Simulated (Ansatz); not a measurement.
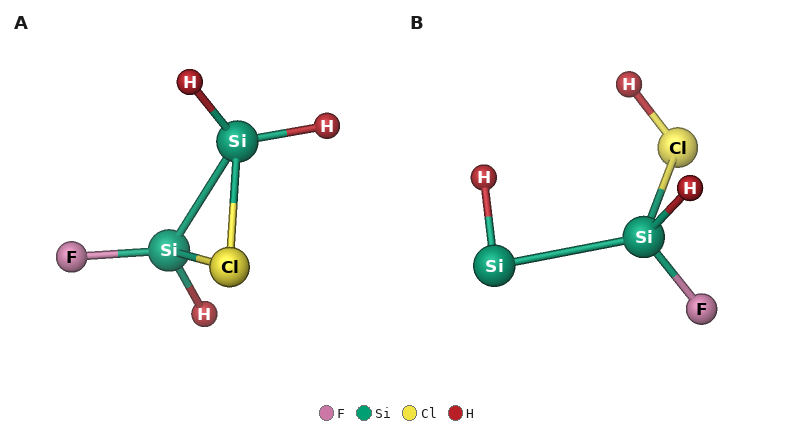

2 stationary structures of one formula. State: charge +1, singlet. Geometries: PBE0-D4/def2-TZVP. Electronic energies: RHF-CCSD(T) (frozen core)/def2-TZVPP (Ansatz 0.2.0), without zero-point energy. No frequency run is at hand to confirm each as a minimum. Each is one conformer, not always the lowest.

**Which is lowest in energy, and by how much?**

A is lowest (C1); B lies 2.204 eV above it (C1).

Give E(B) − E(A) in eV at these levels too: RHF-CCSD(T) (frozen core)/def2-TZVPP; PBE0-D4/def2-TZVP; B3LYP-D4/def2-TZVPP; ωB97M-V/def2-TZVPP; PBE0-D4/def2-TZVPP; r2SCAN-D4/def2-TZVPP; PBE-D4/def2-TZVPP.

```json
{"level": "RHF-CCSD(T) (frozen core)/def2-TZVPP", "E(B) − E(A) (eV)": "+2.204"}
{"level": "PBE0-D4/def2-TZVP", "E(B) − E(A) (eV)": "+2.357"}
{"level": "B3LYP-D4/def2-TZVPP", "E(B) − E(A) (eV)": "+2.154"}
{"level": "ωB97M-V/def2-TZVPP", "E(B) − E(A) (eV)": "+2.207"}
{"level": "PBE0-D4/def2-TZVPP", "E(B) − E(A) (eV)": "+2.335"}
{"level": "r2SCAN-D4/def2-TZVPP", "E(B) − E(A) (eV)": "+2.466"}
{"level": "PBE-D4/def2-TZVPP", "E(B) − E(A) (eV)": "+2.222"}
```
